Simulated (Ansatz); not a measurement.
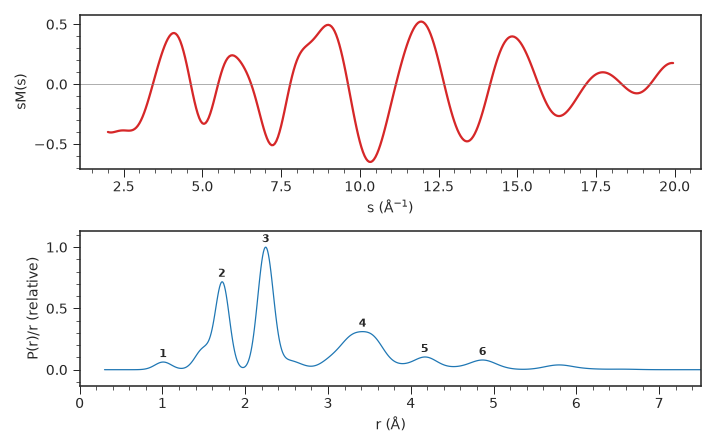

Simulated gas electron diffraction: reduced molecular intensity sM(s) from the Debye equation in the first Born approximation (top) and the radial distribution curve (bottom) of FH6NSSi2. Each pair of atoms contributes with weight ZᵢZⱼ/r; damping constant 0.002 Å²; vibrational amplitudes assumed, not computed: 0.05 Å for bonds, 0.078 Å for bonds to H, 0.06 + 0.015 r up to 0.15 Å for other pairs. The geometry is the end point of an optimisation (RKS B3LYP-D4/6-31G in Ansatz 0.2.0); it may be a saddle point or a higher isomer. SMILES: N[SiH2]S[SiH2]F.

Assign the numbered peaks of the radial distribution curve (– bonded, ··· not bonded).

Answer. Peak 1, 1.01 Å: N–H 1.01 Å (×2)
Peak 2, 1.72 Å: Si–H 1.49–1.50 Å (×4), Si–F 1.71 Å, Si–N 1.75 Å, not resolved
Peak 3, 2.25 Å: S–Si 2.21–2.29 Å (×2), not resolved
Peak 4, 3.42 Å: S···F 3.25 Å, S···N 3.39 Å, Si···Si 3.55 Å, not resolved; in its flanks S···H 2.99–3.83 Å
Peak 5, 4.17 Å: S···H 3.94 Å, Si···F 4.18 Å, Si···H 4.46 Å, not resolved
Peak 6, 4.87 Å: Si···H 4.83–5.07 Å (×2), Si···N 4.88 Å, not resolved
